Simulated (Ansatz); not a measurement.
**How Ca(100) screens a field**

Where does the screening charge of Ca(100) sit?

Main program and level: Ansatz 0.2.0; plane-wave DFT, LDA, Ansatz PAW.

## Step 1: Set-up

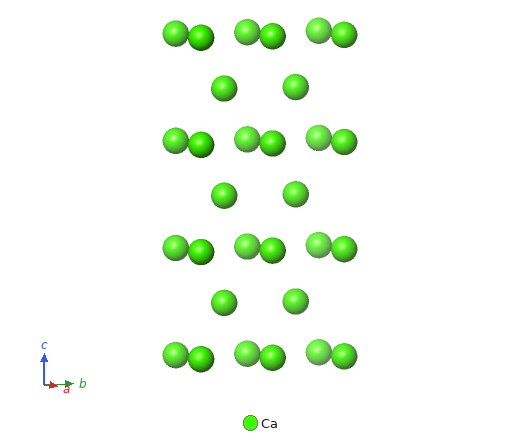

Start, viewed from the side, with the c axis up; calcium green. 1×2×1 cells are drawn. Some periodic images of atoms are drawn too.

The cell holds 7 atoms: 7 Ca. Cell: a = 3.946 Å, b = 3.946 Å, c = 34.740 Å, α = 90.0°, β = 90.0°, γ = 90.0°. Vacuum lies along c.

## Step 2: Atoms held, field 0

A sawtooth potential applies the field, turning back in the middle of the vacuum. With the dipole correction the typed value is the field outside the slab. The induced dipole is small, so the SCF threshold is tight.

File input.yaml:

```yaml
crystal:
  lattice:
    - [3.945655839, 0.0, 0.0]
    - [0.0, 3.945655839, 0.0]
    - [0.0, 0.0, 34.74]
  atoms:
    - { symbol: Ca, position: [0.0, 0.0, 0.2590673575] }
    - { symbol: Ca, position: [0.5, 0.5, 0.3393782383] }
    - { symbol: Ca, position: [0.0, 0.0, 0.4196891192] }
    - { symbol: Ca, position: [0.5, 0.5, 0.5] }
    - { symbol: Ca, position: [0.0, 0.0, 0.5803108808] }
    - { symbol: Ca, position: [0.5, 0.5, 0.6606217617] }
    - { symbol: Ca, position: [0.0, 0.0, 0.7409326425] }
kpoints:
  mp_grid: { grid: [14, 14, 1] }
hamiltonian:
  xc: lda
scf:
  occupations: { method: fermi_dirac, width: 0.1 }
  convergence: { dr2_threshold: 1.0e-10 }
efield:
  axis: 3
  dipole_correction: true
  ramp_position: 0.97
  ramp_width: 0.06
  amplitude: 0
output:
  forces: true
  write_potential: true
  write_density: true
  volumetric_format: npy
```

On the command line:

```sh
ansatz run input.yaml --threads 2 --pin off --max-ram 3072MiB --backend cpu --events-out ev --progress --plain --runs-dir out
```

Numbers of over 12 decimals in the logs are rounded to 6 here.

Log:

```text
Engine: ansatz 0.2.0, aarch64-unknown-linux-gnu
Pseudopotentials: kind: paw
Pseudopotential: Ca, paw, valence charge 10, recommended cutoff 420 eV (normal), Ca.paw.azcp
Functional definition: SPW92
  exchange = slater_x
  correlation = pw_c
Crystal: 7 atoms, lattice volume = 540.839 Å³
Basis set: ecut = 420 eV, 10629 PW (Γ)
Bands: 42, of which v1, the nominal top of the filled ones, is band 35 counted from 1 (34 counted from 0)
Symmetry: 8 space group operations
k-points: 36 of 196
Non-local potential: Ca, projectors of the file, l = 0: 3, l = 1: 2, l = 2: 2
PAW form: soft (Blöchl's): semilocal exchange-correlation on the pseudo side does not see the compensation charge
PAW frozen core: Ca, regenerated for the run's functional, and the local potential with it (the file was generated under x = pbe(κ = 0.804, μ = 0.219515), c = pbe(β = 0.066725))
PAW one-centre angular grid: Ca, 110 points (default); XC on 64 Gauss nodes
Initial density: superposition of atomic densities (neutral atoms: chi_scale 0, normalization atom), corrected by the library's trained network
Initial wavefunctions: pseudopotential atomic-orbital guess
Functional: x = slater, c = lda
SCF iter   1: F=—  HF=-12407.131300 eV  |F-HF|=—  |Δ(HF+E_count)|=         —  Δρ=3.46e-3  dr2=2.35e0  ethr=1.77e-3  p=-0.000 e·Å  D=-3.69e-14 V/Å  ΔV_dip=0.00 eV  dr2_dipole=9.50e-10  V_vac-E_F(+/−)=2.74/2.74 eV  ⟨swp⟩=14.4  Hψ=20090  notcnv=0
efield: sawtooth ramp at fractional position 0.9700 (set: `efield.ramp_position`, or a place that a band, a saddle search or an elastic batch's reference lends), width 0.0600; the density the first Hamiltonian is built on has a dipole p = -0.000 e·Å; the dipole correction subtracts the counter field D = -3.69e-14 V/Å, which shifts the + side's vacuum level by +0.00 eV against the − side's; the planar-averaged density in the ramp window peaks in size at 2.7e-5 e/Å³
automatic band count: the SCF goes on with 49 bands, as 42 were too few: the levels above may hold too much charge
preconditioner: auto → LDOS  [metal: Δε(μ)=0.020 eV  Ē_g=2.301 eV  σ=0.100 eV  W_gap=0.05  n_scr=72 (ndim 8)  ℏωp=6.0 eV  f_vac=0.389  D(μ)=9.21/eV (n_scr^D=54)  β→1.0]
SCF iter   2: F=—  HF=-12407.084771 eV  |F-HF|=—  |Δ(HF+E_count)|=   4.65e-2  Δρ=9.97e-4  dr2=7.62e-3  ethr=1.77e-3  p=0.000 e·Å  D=1.15e-6 V/Å  ΔV_dip=-0.00 eV  dr2_dipole=3.20e-11  V_vac-E_F(+/−)=2.92/2.92 eV  ⟨swp⟩=3.0  Hψ=2495  notcnv=0
SCF iter   3: F=—  HF=-12407.084467 eV  |F-HF|=—  |Δ(HF+E_count)|=   3.03e-4  Δρ=7.35e-4  dr2=8.06e-3  ethr=1.09e-5  p=0.000 e·Å  D=2.44e-6 V/Å  ΔV_dip=-0.00 eV  dr2_dipole=5.01e-10  V_vac-E_F(+/−)=2.89/2.89 eV  ⟨swp⟩=2.1  Hψ=3534  notcnv=0
SCF iter   4: F=—  HF=-12407.083367 eV  |F-HF|=—  |Δ(HF+E_count)|=   1.10e-3  Δρ=1.68e-4  dr2=1.96e-4  ethr=1.09e-5  p=0.000 e·Å  D=1.05e-6 V/Å  ΔV_dip=-0.00 eV  dr2_dipole=3.57e-11  V_vac-E_F(+/−)=2.90/2.90 eV  ⟨swp⟩=2.0  Hψ=2271  notcnv=0
SCF iter   5: F=—  HF=-12407.083325 eV  |F-HF|=—  |Δ(HF+E_count)|=   4.14e-5  Δρ=3.71e-5  dr2=1.58e-5  ethr=2.80e-7  p=0.000 e·Å  D=5.37e-7 V/Å  ΔV_dip=-0.00 eV  dr2_dipole=1.31e-12  V_vac-E_F(+/−)=2.90/2.90 eV  ⟨swp⟩=2.0  Hψ=2833  notcnv=0
SCF iter   6: F=—  HF=-12407.083317 eV  |F-HF|=—  |Δ(HF+E_count)|=   8.67e-6  Δρ=7.99e-6  dr2=5.48e-7  ethr=2.26e-8  p=0.000 e·Å  D=1.29e-7 V/Å  ΔV_dip=-0.00 eV  dr2_dipole=1.79e-13  V_vac-E_F(+/−)=2.90/2.90 eV  ⟨swp⟩=2.1  Hψ=3010  notcnv=0
SCF iter   7: F=—  HF=-12407.083649 eV  |F-HF|=—  |Δ(HF+E_count)|=   3.33e-4  Δρ=3.63e-6  dr2=1.06e-7  ethr=7.82e-10  p=0.000 e·Å  D=3.05e-8 V/Å  ΔV_dip=-0.00 eV  dr2_dipole=2.26e-14  V_vac-E_F(+/−)=2.90/2.90 eV  ⟨swp⟩=2.5  Hψ=3578  notcnv=0
SCF iter   8: F=—  HF=-12407.083649 eV  |F-HF|=—  |Δ(HF+E_count)|=   1.96e-8  Δρ=1.08e-6  dr2=1.32e-8  ethr=1.52e-10  p=-0.000 e·Å  D=-2.31e-9 V/Å  ΔV_dip=0.00 eV  dr2_dipole=6.62e-14  V_vac-E_F(+/−)=2.90/2.90 eV  ⟨swp⟩=2.0  Hψ=2495  notcnv=0
SCF iter   9: F=—  HF=-12407.083649 eV  |F-HF|=—  |Δ(HF+E_count)|=  7.28e-12  Δρ=2.00e-7  dr2=6.82e-10  ethr=1.88e-11  p=0.000 e·Å  D=1.95e-9 V/Å  ΔV_dip=-0.00 eV  dr2_dipole=1.52e-15  V_vac-E_F(+/−)=2.90/2.90 eV  ⟨swp⟩=2.4  Hψ=2770  notcnv=0
SCF iter  10: F=-12407.083649 eV  HF=-12407.083649 eV  |F-HF|=1.82e-11  |Δ(HF+E_count)|=  2.26e-10  Δρ=4.82e-8  dr2=3.31e-11  ethr=1.00e-12  p=-0.000 e·Å  D=-4.34e-11 V/Å  ΔV_dip=0.00 eV  dr2_dipole=1.87e-16  V_vac-E_F(+/−)=2.90/2.90 eV  ⟨swp⟩=16.4  Hψ=10323  notcnv=0
SCF 1 converged in 10 iterations: F = -12407.083649 eV  dr2 = 3.31e-11
  greatest PAW one-centre occupation: 0.996 electrons in one spin orbital (limit 2), on the Ca atom at site 0 (counted from 0), in its partial waves of l = 0
WARN: The output density's exchange-correlation potential varies sharply where the density is thin. Do not read a vacuum level from v_tot or v_xc, or from such a field of the output density. On a cell that repeats whose density bears no net charge and no dipole along the vacuum's axis use v_es (v_loc + v_h of the components); under efield.dipole_correction with no amplitude use v_es + v_field, which holds any externa [...]
SCF converged after 10 iterations
Free energy (F): -12407.083649 eV
Harris-Foulkes:  -12407.083649 eV  (|F-HF|=1.82e-11)
Internal energy: -12406.788181 eV  (E = F + TS)
E sigma→0 (E₀):  -12406.935915 eV
Entropy (-TS):   -0.295468 eV (-42.210 meV/atom)
Fermi energy:    1.366903 eV
Dipole field:    D = 0.000000 V/Å  (p = 0.000000 e·Å, saw-weighted, corrected)
Work function:   Φ+ = 2.9018 eV   Φ− = 2.9018 eV
Levels:          The Fermi level and band energies are counted from a zero that moves with the ramp; work functions are not
--- Per-component energies (eV) ---
  E_band       = -1477.900001
  E_kinetic    = 1920.254682
  E_local      = -38252.903489  (includes V_loc(G=0)·N_el)
  E_nonlocal   = 469.502557
  E_hartree    = 18008.915808
  E_xc         = -932.445853
  E_vxc        = -1171.570821  (∫ρ·V_xc dr)
  E_paw        = -5712.834403  (= ΣΔE_a)
  E_vpaw       = -461.014760  (= ΣTr[D̂ρ^β])
  E_aug_tail   = -0.000035  (compensation charges beyond the density's cutoff)
  E_efield     = 0.000000  (sawtooth field / dipole correction)
  E_vefield    = 0.000000  (∫n·V_field dr)
  E_ewald      = 12090.740392
  E_core_change = 1.982160  (= ΣΔE_core)
  E_smearing   = -0.295468  (= −TS)
  E_closure    = 0.000000  (closes the sum)
  Σ components = -12407.083649   (vs F -12407.083649, Δ=0.00e0)
--- Forces (eV/Å), atoms counted from 1 ---
  atom   1  Ca    -0.00000000     0.00000000     0.28387231
  atom   2  Ca    -0.00000000     0.00000000    -0.08299304
  atom   3  Ca    -0.00000000     0.00000000    -0.00055955
  atom   4  Ca    -0.00000000     0.00000000    -0.00000001
  atom   5  Ca     0.00000000     0.00000000     0.00055955
  atom   6  Ca     0.00000000     0.00000000     0.08299305
  atom   7  Ca    -0.00000000     0.00000000    -0.28387232
  max |Σ_I F_I| component: 3.18e-9 eV/Å
--- Band table (eV; the first three rows and the last of 36) ---
  k-point 0: bands = [... 31 lower, -1.3014, -0.6333, 0.0578, 0.6415, 1.8178, 1.8423, 1.9009, 1.9751, ... 10 higher]
  k-point 1: bands = [... 31 lower, -1.2496, -0.5837, 0.1055, 0.6882, 1.8376, 1.8617, 1.9059, 1.9767, ... 10 higher]
  k-point 2: bands = [... 31 lower, -1.0971, -0.4384, 0.2446, 0.8240, 1.8573, 1.8842, 1.9575, 1.9620, ... 10 higher]
  k-point 35: bands = [... 31 lower, 1.1781, 1.3836, 1.4285, 1.5387, 1.8678, 1.8678, 1.8715, 1.8715, ... 10 higher]
```

Run time: 79 s. Hardware: 2 threads of Arm Neoverse V1, shared host; peak memory 1 GiB; 2.6 min of CPU time.

In the SCF lines HF is the Harris–Foulkes energy and dr2 the Hartree energy of the density residual, in eV; the loop may stop once dr2 is under the threshold and the program's other checks hold. Hψ counts applications of the Hamiltonian.

This step gave:

```yaml
energy_at_zero_smearing: -12406.9359 eV
work_function_upper_face: 2.902 eV
dipole_along_the_normal: 3.33e-8 e·Å
```

Running mean over 2.79 Å of the planar mean; the ramp of the sawtooth is left out. The electron's electrostatic potential energy less the Fermi level by z:

```csv
z (Å),electron's electrostatic potential energy less the Fermi level (eV)
4,2.90
6,2.66
8,-1.70
10,-2.70
12,-2.59
14,-2.62
16,-2.62
18,-2.62
20,-2.62
22,-2.61
24,-2.60
26,-2.78
28,2.06
30,2.88
```

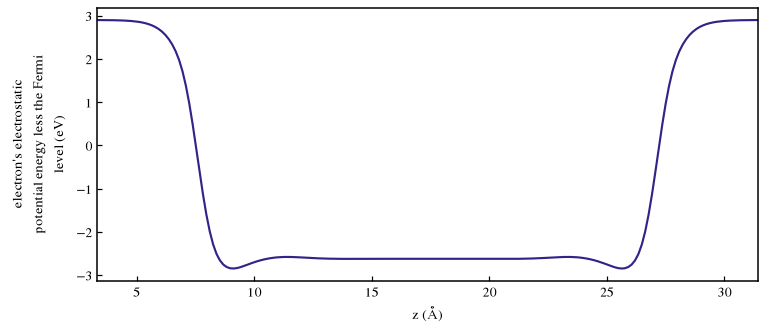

Electron's electrostatic potential energy less the Fermi level, plotted against z.

Force by atom:

```csv
atom,x (eV/Å),y (eV/Å),z (eV/Å),size
Ca1,0.000,0.000,0.284,0.284
Ca2,0.000,0.000,-0.083,0.083
Ca3,0.000,0.000,-0.001,0.001
Ca4,0.000,0.000,0.000,0.000
Ca5,0.000,0.000,0.001,0.001
Ca6,0.000,0.000,0.083,0.083
Ca7,0.000,0.000,-0.284,0.284
```

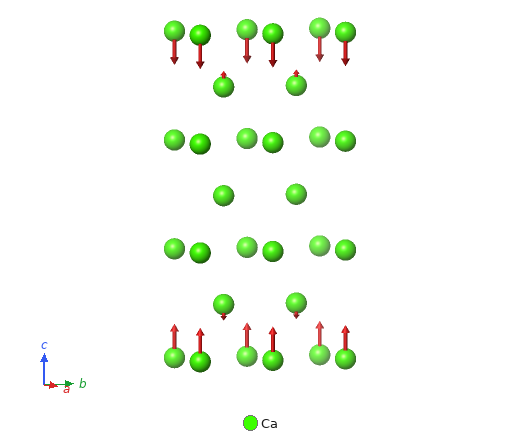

Force as arrows, the longest 0.284 eV/Å. 1×2×1 cells are drawn. Some periodic images of atoms are drawn too.

The work function of the upper face is 2.90 eV.

## Step 3: Single point, field 0.03 V/Å

Changes to input.yaml since step 2:

```diff
@@ -25,3 +25,3 @@
   ramp_width: 0.06
-  amplitude: 0
+  amplitude: 0.03
 output:
```

Log:

```text
[...]
Crystal: 7 atoms, lattice volume = 540.839 Å³
Basis set: ecut = 420 eV, 10629 PW (Γ)
Bands: 42, of which v1, the nominal top of the filled ones, is band 35 counted from 1 (34 counted from 0)
Symmetry: 8 space group operations
k-points: 36 of 196
[...]
k-point 0: bands = [... 31 lower, -1.3016, -0.6335, 0.0577, 0.6413, 1.8124, 1.8473, 1.9007, 1.9750, ... 10 higher]
  k-point 1: bands = [... 31 lower, -1.2498, -0.5839, 0.1054, 0.6881, 1.8326, 1.8662, 1.9059, 1.9765, ... 10 higher]
  k-point 2: bands = [... 31 lower, -1.0972, -0.4385, 0.2445, 0.8239, 1.8560, 1.8841, 1.9570, 1.9632, ... 10 higher]
  k-point 35: bands = [... 31 lower, 1.1779, 1.3835, 1.4283, 1.5385, 1.8677, 1.8677, 1.8714, 1.8714, ... 10 higher]
[key lines of the parts left out:]
SCF converged after 14 iterations
Free energy (F): -12407.084486 eV
Fermi energy:    1.366760 eV
Dipole field:    D = 0.018661 V/Å  (p = 0.055774 e·Å, saw-weighted, corrected)
```

Wall time 1.7 min (2 threads); peak memory 1 GiB; 3.3 min of CPU time.

The dipole is 0.0558 e·Å.

## Step 4: Single point, field -0.03 V/Å

Changes to input.yaml since step 3:

```diff
@@ -25,3 +25,3 @@
   ramp_width: 0.06
-  amplitude: 0.03
+  amplitude: -0.03
 output:
```

Log:

```text
[...]
Crystal: 7 atoms, lattice volume = 540.839 Å³
Basis set: ecut = 420 eV, 10629 PW (Γ)
Bands: 42, of which v1, the nominal top of the filled ones, is band 35 counted from 1 (34 counted from 0)
Symmetry: 8 space group operations
k-points: 36 of 196
[...]
k-point 0: bands = [... 31 lower, -1.3016, -0.6335, 0.0577, 0.6413, 1.8124, 1.8473, 1.9007, 1.9750, ... 10 higher]
  k-point 1: bands = [... 31 lower, -1.2498, -0.5839, 0.1054, 0.6881, 1.8326, 1.8662, 1.9059, 1.9765, ... 10 higher]
  k-point 2: bands = [... 31 lower, -1.0972, -0.4385, 0.2445, 0.8239, 1.8560, 1.8841, 1.9570, 1.9632, ... 10 higher]
  k-point 35: bands = [... 31 lower, 1.1779, 1.3835, 1.4283, 1.5385, 1.8677, 1.8677, 1.8714, 1.8714, ... 10 higher]
[key lines of the parts left out:]
SCF converged after 14 iterations
Free energy (F): -12407.084486 eV
Fermi energy:    1.366759 eV
Dipole field:    D = -0.018661 V/Å  (p = -0.055776 e·Å, saw-weighted, corrected)
```

Elapsed: 97 s, on 2 threads; peak memory 0.97 GiB; 3.2 min of CPU time.

The dipole is -0.0558 e·Å.

## Step 5: Single point, field 0.1 V/Å

Changes to input.yaml since step 4:

```diff
@@ -25,3 +25,3 @@
   ramp_width: 0.06
-  amplitude: -0.03
+  amplitude: 0.1
 output:
```

Log:

```text
[...]
Crystal: 7 atoms, lattice volume = 540.839 Å³
Basis set: ecut = 420 eV, 10629 PW (Γ)
Bands: 42, of which v1, the nominal top of the filled ones, is band 35 counted from 1 (34 counted from 0)
Symmetry: 8 space group operations
k-points: 36 of 196
[...]
k-point 0: bands = [... 31 lower, -1.3030, -0.6349, 0.0562, 0.6398, 1.7845, 1.8714, 1.8992, 1.9735, ... 10 higher]
  k-point 1: bands = [... 31 lower, -1.2512, -0.5852, 0.1040, 0.6866, 1.8064, 1.8863, 1.9067, 1.9751, ... 10 higher]
  k-point 2: bands = [... 31 lower, -1.0986, -0.4399, 0.2430, 0.8224, 1.8443, 1.8835, 1.9544, 1.9715, ... 10 higher]
  k-point 35: bands = [... 31 lower, 1.1765, 1.3821, 1.4269, 1.5371, 1.8661, 1.8661, 1.8701, 1.8701, ... 10 higher]
[key lines of the parts left out:]
SCF converged after 14 iterations
Free energy (F): -12407.092946 eV
Fermi energy:    1.365291 eV
Dipole field:    D = 0.062216 V/Å  (p = 0.185955 e·Å, saw-weighted, corrected)
```

Elapsed: 96 s, on 2 threads; peak memory 1 GiB; 3.2 min of CPU time.

The dipole is 0.186 e·Å.

## Step 6: Atoms held, field -0.1 V/Å

Changes to input.yaml since step 5:

```diff
@@ -25,3 +25,3 @@
   ramp_width: 0.06
-  amplitude: 0.1
+  amplitude: -0.1
 output:
```

Log:

```text
[...]
Crystal: 7 atoms, lattice volume = 540.839 Å³
Basis set: ecut = 420 eV, 10629 PW (Γ)
Bands: 42, of which v1, the nominal top of the filled ones, is band 35 counted from 1 (34 counted from 0)
Symmetry: 8 space group operations
k-points: 36 of 196
[...]
k-point 0: bands = [... 31 lower, -1.3030, -0.6349, 0.0562, 0.6398, 1.7845, 1.8714, 1.8992, 1.9735, ... 10 higher]
  k-point 1: bands = [... 31 lower, -1.2512, -0.5852, 0.1040, 0.6866, 1.8064, 1.8863, 1.9067, 1.9751, ... 10 higher]
  k-point 2: bands = [... 31 lower, -1.0986, -0.4399, 0.2430, 0.8224, 1.8443, 1.8835, 1.9544, 1.9715, ... 10 higher]
  k-point 35: bands = [... 31 lower, 1.1765, 1.3821, 1.4269, 1.5371, 1.8661, 1.8661, 1.8701, 1.8701, ... 10 higher]
[key lines of the parts left out:]
SCF converged after 14 iterations
Free energy (F): -12407.092946 eV
Fermi energy:    1.365290 eV
Dipole field:    D = -0.062216 V/Å  (p = -0.185957 e·Å, saw-weighted, corrected)
```

Run time: 98 s. Hardware: 2 threads; peak memory 1 GiB; 3.2 min of CPU time.

The dipole is -0.186 e·Å.

## Step 7: Atoms held, field 0.15 V/Å

Changes to input.yaml since step 6:

```diff
@@ -25,3 +25,3 @@
   ramp_width: 0.06
-  amplitude: -0.1
+  amplitude: 0.15
 output:
@@ -31 +31,2 @@
   volumetric_format: npy
+  elf: true
```

Log:

```text
[...]
Crystal: 7 atoms, lattice volume = 540.839 Å³
Basis set: ecut = 420 eV, 10629 PW (Γ)
Bands: 42, of which v1, the nominal top of the filled ones, is band 35 counted from 1 (34 counted from 0)
Symmetry: 8 space group operations
k-points: 36 of 196
[...]
k-point 0: bands = [... 31 lower, -1.3049, -0.6368, 0.0543, 0.6378, 1.7615, 1.8891, 1.8972, 1.9715, ... 10 higher]
  k-point 1: bands = [... 31 lower, -1.2531, -0.5872, 0.1020, 0.6845, 1.7844, 1.8947, 1.9131, 1.9731, ... 10 higher]
  k-point 2: bands = [... 31 lower, -1.1006, -0.4418, 0.2411, 0.8203, 1.8304, 1.8819, 1.9520, 1.9800, ... 10 higher]
  k-point 35: bands = [... 31 lower, 1.1745, 1.3801, 1.4248, 1.5351, 1.8640, 1.8640, 1.8682, 1.8682, ... 10 higher]
[key lines of the parts left out:]
SCF converged after 14 iterations
Free energy (F): -12407.104570 eV
Fermi energy:    1.363258 eV
Dipole field:    D = 0.093350 V/Å  (p = 0.279009 e·Å, saw-weighted, corrected)
```

Wall time 98 s (2 threads); peak memory 1 GiB; 3.2 min of CPU time.

Running mean over 2.79 Å of the planar mean, with the applied field; the ramp of the sawtooth is left out. Table of electron's electrostatic potential energy less the Fermi level by z:

```csv
z (Å),electron's electrostatic potential energy less the Fermi level (eV)
4,2.52
6,2.55
8,-1.69
10,-2.70
12,-2.59
14,-2.62
16,-2.62
18,-2.62
20,-2.62
22,-2.61
24,-2.60
26,-2.78
28,2.12
30,3.17
```

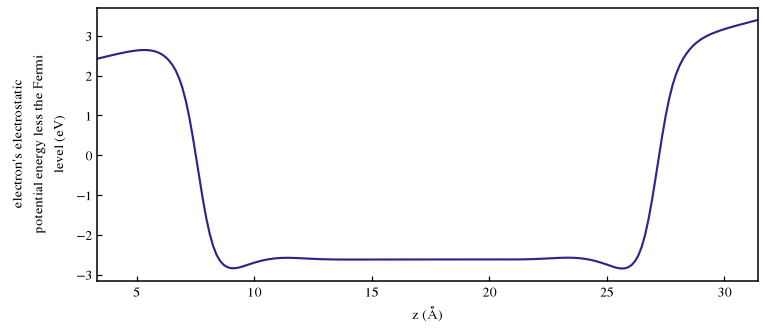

Electron's electrostatic potential energy less the Fermi level, plotted against z.

The dipole is 0.279 e·Å.

[end of part 1 of 2]

[Logs are printed without paths, hosts, clocks, repeated set-up lines and the standing remarks that a program may print on its own settings, such as how far it seeks lower states.]

[Hosts, paths, dates, database ids (printed as entryN), source tags and the programs' standing remarks are cut or masked in the printed files.]

[Maps of the electrostatic potential energy from Ansatz leave out the sawtooth potential of an applied field or a dipole correction, so their vacuum need not be flat; planar profiles and work functions include it.]
